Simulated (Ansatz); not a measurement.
Single-point calculation, with input and output: In8Sb7H24 (charge −1)

- system: In8Sb7H24 (In8Sb7 zinc blende ring disc), charge −1
- method: RKS PBE0-D4/def2-SVP (Ansatz 0.2.0)

The geometry comes from this level: PBE-D4/def2-SVP. Figures and captions count atoms from 1; the log counts them from 0 in places.

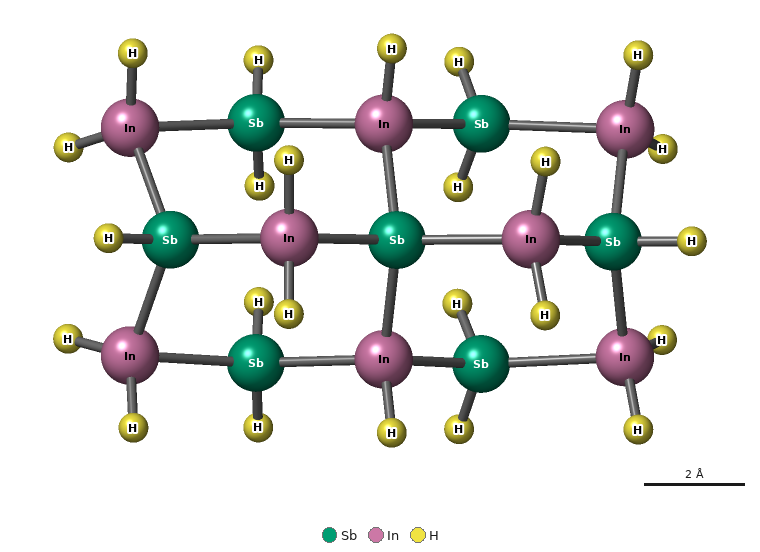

Fig. 1: The structure (ball-and-stick view, seen at a tilt). Sticks mark near contacts. Bond lengths as drawn: H–In 1.75 Å, H–Sb 1.72 to 1.73 Å and In–Sb 2.81 to 2.94 Å.

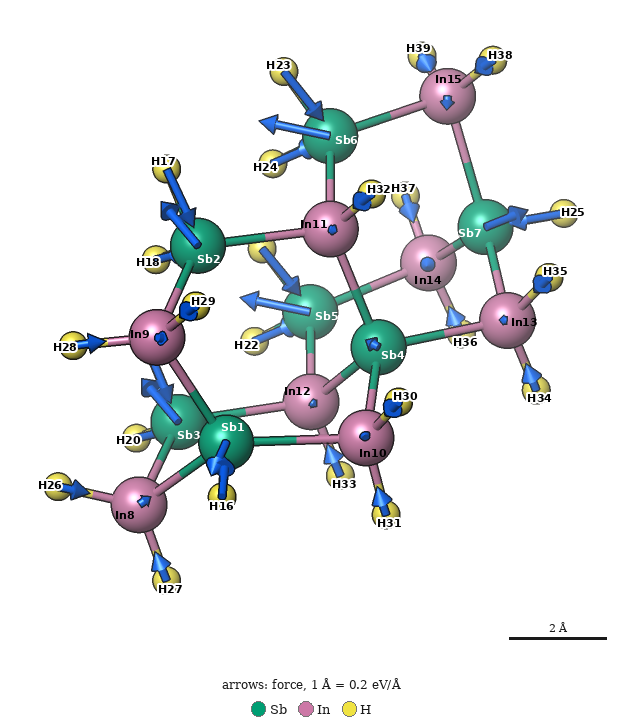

Fig. 2: Forces on the atoms as blue arrows (ball-and-stick view, seen at a tilt; atoms are numbered from 1 in the order of the input). The largest act on Sb2, Sb3, Sb6 (0.31 eV/Å); Sb5 (0.30 eV/Å); H20, H23 (0.28 eV/Å); H17, H22 (0.27 eV/Å), among others. The geometry is not a stationary point of this energy.

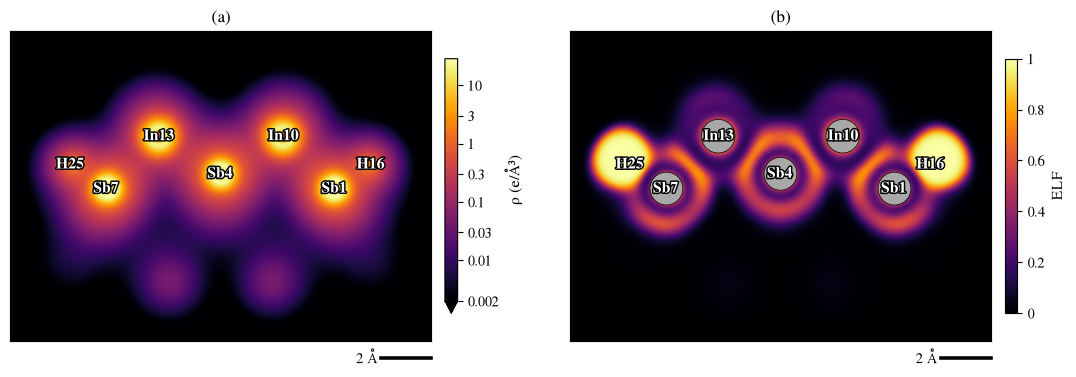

Fig. 3: (a) total electron density; (b) electron localisation function on the plane of atoms In10, Sb4 and In13. Grey discs, where drawn, cover atomic cores. Sb–H (1.73 Å): ρ at the midpoint is about 1 e/Å³, with its minimum of 0.73 e/Å³ about 1.1 Å from Sb; the ELF climbs to about 1 towards the hydrogen, as it does in any bond to H. In–Sb (2.93 Å): ρ is about 0.3 e/Å³ halfway; the ELF peaks at about 0.75 between the atoms, which marks a covalent bond.

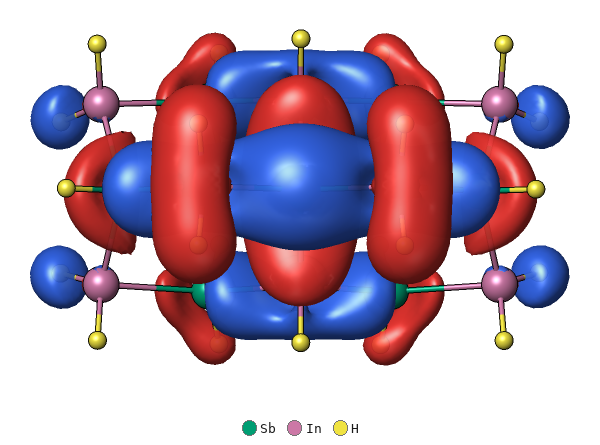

Fig. 4: One frontier orbital at ±0.04 Å⁻³ᐟ² (red and blue are the two phases), seen face on. The HOMO−1, at −4.07 eV. It is spread over the whole molecule.

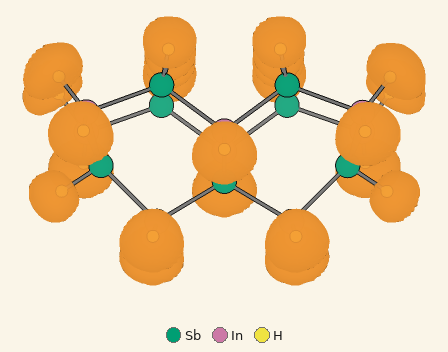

Fig. 5: Isosurface of the electron localisation function at 0.9 (orange), seen from the side. Only the valence region is drawn (cores and ρ < 0.01 e/Å³ removed). Along the contacts the grid gives the following. In–Sb (2.81 Å): the ELF is about 0.65 at the midpoint. Sb–H (1.72 Å): the ELF climbs to about 1 towards the hydrogen.

The input and output of the run follow.

## The input
```yaml
crystal:
  periodic: [false, false, false]
  atoms:
    - {symbol: Sb, position_ang: [-3.206170, -3.203036, 1.159984]}
    - {symbol: Sb, position_ang: [-3.341229, 0.082716, -1.459397]}
    - {symbol: Sb, position_ang: [0.076141, -3.344925, -1.455575]}
    - {symbol: Sb, position_ang: [-0.000899, 0.001069, 1.747835]}
    - {symbol: Sb, position_ang: [3.342627, -0.083228, -1.461260]}
    - {symbol: Sb, position_ang: [-0.075765, 3.344344, -1.456506]}
    - {symbol: Sb, position_ang: [3.207705, 3.202856, 1.161061]}
    - {symbol: In, position_ang: [-1.958044, -5.212534, -0.447027]}
    - {symbol: In, position_ang: [-5.204775, -1.962031, -0.464615]}
    - {symbol: In, position_ang: [-1.751069, -1.747114, 3.243813]}
    - {symbol: In, position_ang: [-1.678821, 1.682268, 0.255022]}
    - {symbol: In, position_ang: [1.677395, -1.679284, 0.254548]}
    - {symbol: In, position_ang: [1.752132, 1.746308, 3.243813]}
    - {symbol: In, position_ang: [5.205361, 1.962983, -0.466494]}
    - {symbol: In, position_ang: [1.960762, 5.210048, -0.450001]}
    - {symbol: H, position_ang: [-4.228575, -4.217660, 2.117573]}
    - {symbol: H, position_ang: [-4.073967, 1.168941, -2.583627]}
    - {symbol: H, position_ang: [-2.264681, -0.600542, -2.615578]}
    - {symbol: H, position_ang: [-0.619777, -2.268498, -2.604203]}
    - {symbol: H, position_ang: [1.158643, -4.068456, -2.589578]}
    - {symbol: H, position_ang: [2.270157, 0.596306, -2.623604]}
    - {symbol: H, position_ang: [4.079707, -1.174374, -2.578020]}
    - {symbol: H, position_ang: [-1.156435, 4.067207, -2.592818]}
    - {symbol: H, position_ang: [0.620451, 2.264729, -2.602156]}
    - {symbol: H, position_ang: [4.231101, 4.217074, 2.117958]}
    - {symbol: H, position_ang: [-2.935661, -5.677916, -1.818913]}
    - {symbol: H, position_ang: [-0.984469, -6.325020, 0.487241]}
    - {symbol: H, position_ang: [-5.654166, -2.940988, -1.840711]}
    - {symbol: H, position_ang: [-6.328890, -0.993867, 0.461111]}
    - {symbol: H, position_ang: [-2.954619, -0.757248, 4.036513]}
    - {symbol: H, position_ang: [-0.762517, -2.951816, 4.036645]}
    - {symbol: H, position_ang: [-2.737125, 2.740440, 1.163605]}
    - {symbol: H, position_ang: [2.737162, -2.736650, 1.162417]}
    - {symbol: H, position_ang: [2.955960, 0.755494, 4.034814]}
    - {symbol: H, position_ang: [0.766361, 2.952140, 4.038301]}
    - {symbol: H, position_ang: [6.329328, 0.992583, 0.457003]}
    - {symbol: H, position_ang: [5.653453, 2.941832, -1.843154]}
    - {symbol: H, position_ang: [0.989677, 6.323928, 0.485106]}
    - {symbol: H, position_ang: [2.939132, 5.672722, -1.822227]}
basis:
  gaussian: {orbitals: def2-SVP, fitting: {mean_field: def2-universal-jkfit}, initial_orbitals: start.molden}
total_charge: -1
hamiltonian: {xc: pbe0, dispersion: d4}
scf: {omitted_lower_state_checks: [starts]}
output: {forces: true, orbitals: {seedname: orbitals}}
```

Launched with:
```bash
ansatz run in.yaml --threads 2 --pin off --events-out ev --progress --plain --max-ram 32768MiB --backend cuda --devices 0, --max-vram 18GiB
```

## What the program printed
```
Functional definition: PBE0
  name "PBE0"
  cite "Adamo & Barone, J. Chem. Phys. 110, 6158 (1999) doi:10.1063/1.478522"
  cite "Perdew, Burke & Ernzerhof, Phys. Rev. Lett. 77, 3865 (1996) doi:10.1103/PhysRevLett.77.3865"
  parent pbe
  parameter a = 0.25
  parameter kappa = 0.804
  parameter beta = 0.06672455060314922
  exchange = (1 - a)*pbe_x(kappa = kappa, mu = beta*pi^2/3) + a*exact_x
  correlation = pbe_c(beta = beta)
these checks for a lower state are left out or cut short: starts
3702 factors; integrals over basis functions are off by at most 3.5e-1 eV
mean field evaluation 1: about -87551.7149 eV, gradient 1.2e1 eV
mean field evaluation 2: about -87552.2712 eV, gradient 4.8e-1 eV
mean field evaluation 4: about -87552.2819 eV, gradient 1.8e-3 eV
mean field -87552.28193064 eV, -3217.4870158830 hartree, gradient 2.3e-5 eV, S^2 0.000000; 0 other end points of the search recorded, 0 dependent functions left out
the calculation of the forces begins
reference -87552.28203587 eV, -3217.4870197499 hartree; 177, 177 occupied and 333, 333 virtual orbitals, 3702 factors
Total energy: -87554.59757330 eV, -3217.5721141811 hartree
Atom 0 at    -3.206170    -3.203036     1.159984 Å, force    -0.147082    -0.152124     0.077403 eV/Å
Atom 1 at    -3.341229     0.082716    -1.459397 Å, force     0.082227     0.087202    -0.281872 eV/Å
Atom 2 at     0.076141    -3.344925    -1.455575 Å, force     0.087744     0.084779    -0.282374 eV/Å
Atom 3 at    -0.000899     0.001069     1.747835 Å, force     0.001818     0.000018    -0.072901 eV/Å
Atom 4 at     3.342627    -0.083228    -1.461260 Å, force    -0.082654    -0.087174    -0.279464 eV/Å
Atom 5 at    -0.075765     3.344344    -1.456506 Å, force    -0.085805    -0.086896    -0.282755 eV/Å
Atom 6 at     3.207705     3.202856     1.161061 Å, force     0.150642     0.148226     0.068422 eV/Å
Atom 7 at    -1.958044    -5.212534    -0.447027 Å, force     0.011185     0.056847     0.026487 eV/Å
Atom 8 at    -5.204775    -1.962031    -0.464615 Å, force     0.056913     0.013585     0.026069 eV/Å
Atom 9 at    -1.751069    -1.747114     3.243813 Å, force     0.017013     0.016255    -0.031465 eV/Å
Atom 10 at    -1.678821     1.682268     0.255022 Å, force    -0.005912     0.006133     0.037407 eV/Å
Atom 11 at     1.677395    -1.679284     0.254548 Å, force     0.007535    -0.005446     0.034347 eV/Å
Atom 12 at     1.752132     1.746308     3.243813 Å, force    -0.016625    -0.015706    -0.030562 eV/Å
Atom 13 at     5.205361     1.962983    -0.466494 Å, force    -0.060553    -0.016178     0.027189 eV/Å
Atom 14 at     1.960762     5.210048    -0.450001 Å, force    -0.008977    -0.055235     0.031509 eV/Å
Atom 15 at    -4.228575    -4.217660     2.117573 Å, force     0.153298     0.151061    -0.141445 eV/Å
Atom 16 at    -4.073967     1.168941    -2.583627 Å, force     0.105758    -0.162298     0.192114 eV/Å
Atom 17 at    -2.264681    -0.600542    -2.615578 Å, force    -0.167168     0.095327     0.185265 eV/Å
Atom 18 at    -0.619777    -2.268498    -2.604203 Å, force     0.096264    -0.166271     0.184306 eV/Å
Atom 19 at     1.158643    -4.068456    -2.589578 Å, force    -0.163529     0.103318     0.196211 eV/Å
Atom 20 at     2.270157     0.596306    -2.623604 Å, force     0.167389    -0.096892     0.185974 eV/Å
Atom 21 at     4.079707    -1.174374    -2.578020 Å, force    -0.108380     0.165124     0.190521 eV/Å
Atom 22 at    -1.156435     4.067207    -2.592818 Å, force     0.164724    -0.104067     0.196902 eV/Å
Atom 23 at     0.620451     2.264729    -2.602156 Å, force    -0.097795     0.168086     0.184474 eV/Å
Atom 24 at     4.231101     4.217074     2.117958 Å, force    -0.154835    -0.149607    -0.141679 eV/Å
Atom 25 at    -2.935661    -5.677916    -1.818913 Å, force     0.084514     0.039388     0.109038 eV/Å
Atom 26 at    -0.984469    -6.325020     0.487241 Å, force    -0.079384     0.086641    -0.078556 eV/Å
Atom 27 at    -5.654166    -2.940988    -1.840711 Å, force     0.037688     0.084351     0.108727 eV/Å
Atom 28 at    -6.328890    -0.993867     0.461111 Å, force     0.085989    -0.077997    -0.077507 eV/Å
Atom 29 at    -2.954619    -0.757248     4.036513 Å, force     0.088032    -0.081719    -0.063837 eV/Å
Atom 30 at    -0.762517    -2.951816     4.036645 Å, force    -0.082258     0.089128    -0.064252 eV/Å
Atom 31 at    -2.737125     2.740440     1.163605 Å, force     0.092121    -0.092258    -0.084923 eV/Å
Atom 32 at     2.737162    -2.736650     1.162417 Å, force    -0.092721     0.091808    -0.083394 eV/Å
Atom 33 at     2.955960     0.755494     4.034814 Å, force    -0.088460     0.080600    -0.063422 eV/Å
Atom 34 at     0.766361     2.952140     4.038301 Å, force     0.080954    -0.089181    -0.063950 eV/Å
Atom 35 at     6.329328     0.992583     0.457003 Å, force    -0.084068     0.079011    -0.076593 eV/Å
Atom 36 at     5.653453     2.941832    -1.843154 Å, force    -0.037616    -0.083813     0.110256 eV/Å
Atom 37 at     0.989677     6.323928     0.485106 Å, force     0.077543    -0.084916    -0.080588 eV/Å
Atom 38 at     2.939132     5.672722    -1.822227 Å, force    -0.085530    -0.039110     0.108920 eV/Å
Dipole moment:    -0.003040     0.000976    -0.936623 e Å
Checks for a lower state left out: starts
```

## Key numbers

| quantity | value |
| --- | --- |
| outcome | converged |
| total energy | −87554.5976 eV |
| mean-field energy | −87552.2820 eV |
| dispersion energy | −2.3155 eV |
| SCF solution under orbital rotations | stable |
| HOMO | −4.03 eV |
| LUMO | 0.59 eV |
| largest force (length of the vector) | 0.308 eV/Å |
| hardware | 2 CPU threads, shared host |
| wall time | 15 s (CPU time 16 s) |
| peak memory | 2.3 GiB |
